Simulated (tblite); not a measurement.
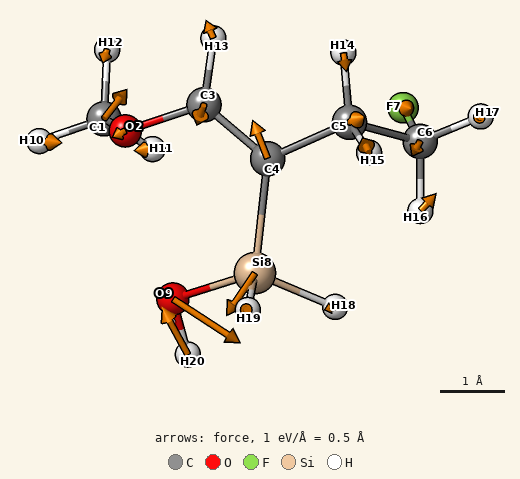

Starting geometry of C₅H₁₁FO₂Si with the computed forces as orange arrows. The picture is a ball-and-stick view, seen at a tilt.

Level of theory: GFN2-xTB geometry optimisation, gas phase (tblite). 

> What follows when this structure is relaxed?

It isn't relaxed: the largest force vector, on O9, is 2.59 eV/Å. The final displacements follow the starting forces only in part (cosine between the two patterns 0.30). H11 moves most after the best rigid fit: 1.27 Å. Largest moves by element: H 1.27 Å, O 0.93 Å, C 0.71 Å, Si 0.50 Å, F 0.43 Å. Some distances before and after: Si8–O9 1.692 → 1.621 Å, C4–Si8 1.835 → 1.887 Å, O9–H20 1.001 → 0.956 Å, C1–H12 1.122 → 1.095 Å. Among the angles between lasting bonds that change: Si8–O9–H20 106.4° → 117.7°, O2–C1–H10 112.7° → 106.6°, H18–Si8–H19 106.1° → 111.0°. Groups turn about Si8–O9 by about 175°, O2–C3 by about 75°, C4–C5 by about 30°. Over 170 geometry steps the energy falls by 0.791 eV. Cost: 1.4 s on 1 thread of Arm Neoverse V1 (shared host).
